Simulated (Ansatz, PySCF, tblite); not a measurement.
Dissociation curve of SMILES [OH2+][AlH3-], singlet. The Al1–O5 bond (Al1 also carries H, H, H; O5 carries H, H) is varied alone, starting from the PBE0/def2-TZVP optimised geometry.

```
7

Al     0.0000     0.0000     0.0000
H      1.3723    -0.8136    -0.1544
H      0.0000     1.5510    -0.3592
H     -1.3721    -0.8136    -0.1553
O      0.0000     0.0000     2.0319
H     -0.7785    -0.4452     2.3839
H      0.7773    -0.4479     2.3831
```

- RKS-B3LYP/6-31G* = restricted B3LYP/6-31G*, spherical d (PySCF 2.14.0)
- UCCSD = CCSD on UHF/cc-pVTZ, frozen core in Ansatz (a first-principles code)
- GFN2-xTB, 300 K electronic temperature (tblite)
- RKS-M06-2X/6-31G* = PySCF 2.14.0 with restricted M06-2X/6-31G*, spherical d

Energies are in eV, each relative to the lowest point of its own curve near equilibrium.

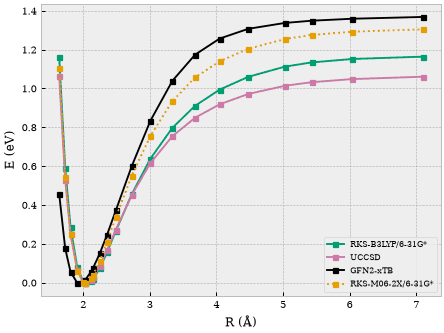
Energy against bond length for each method.

```
R / Å  RKS-B3LYP/6-31G*  UCCSD  GFN2-xTB  RKS-M06-2X/6-31G*
-----  ----------------  -----  --------  -----------------
1.64              1.160  1.063     0.457              1.103
1.73              0.592  0.529     0.177              0.546
1.81              0.287  0.248     0.055              0.252
1.91              0.083  0.066     0.000              0.063
1.99              0.013  0.009     0.002              0.006
2.03              0.000  0.000     0.014              0.000
2.12              0.008  0.015     0.058              0.023
2.15              0.019  0.027     0.076              0.039
2.25              0.075  0.086     0.151              0.112
2.36              0.158  0.168     0.248              0.212
2.49              0.266  0.273     0.372              0.337
2.73              0.456  0.451     0.601              0.551
3.01              0.639  0.617     0.834              0.756
3.34              0.798  0.754     1.040              0.935
3.68              0.911  0.849     1.174              1.057
4.05              0.994  0.919     1.257              1.140
4.48              1.060  0.972     1.307              1.204
5.03              1.112  1.014     1.338              1.255
5.43              1.134  1.032     1.349              1.276
6.04              1.152  1.048     1.359              1.292
7.10              1.164  1.061     1.368              1.305
```

At the longest distance, 7.10 Å, GFN2-xTB lies highest above its minimum (1.368 eV) and UCCSD lowest (1.061 eV).
